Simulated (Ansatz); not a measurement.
Consider BN in the zinc blende structure (space group F-43m, No. 216; a = 3.6051 Å). Axes: x, y, z lie along the cube axes.

Perturbation: uniaxial stress, 3 GPa compression along x; all other stress components relax to zero.

Computed with plane-wave PAW DFT at the PBEsol level (Ansatz, a program for electronic structure, 420 eV), without spin-orbit coupling, earlier PAW set.

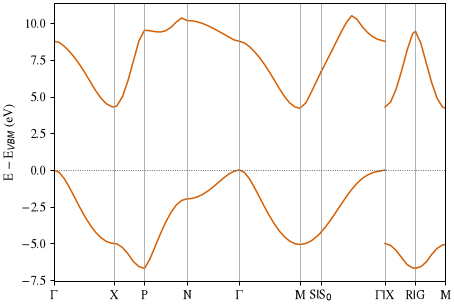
*Highest valence and lowest conduction band along the path of the changed cell's own zone*

**Question.** From the figure, how large is the changed gap, and is it direct?

**Answer.** About 4.2 eV, indirect, Γ → M.

Load acts through the strain it causes; cell and atoms are relaxed under it. Stability under load was not tested beyond the relaxation. Labels are those of the standard path for the cell's own space group.
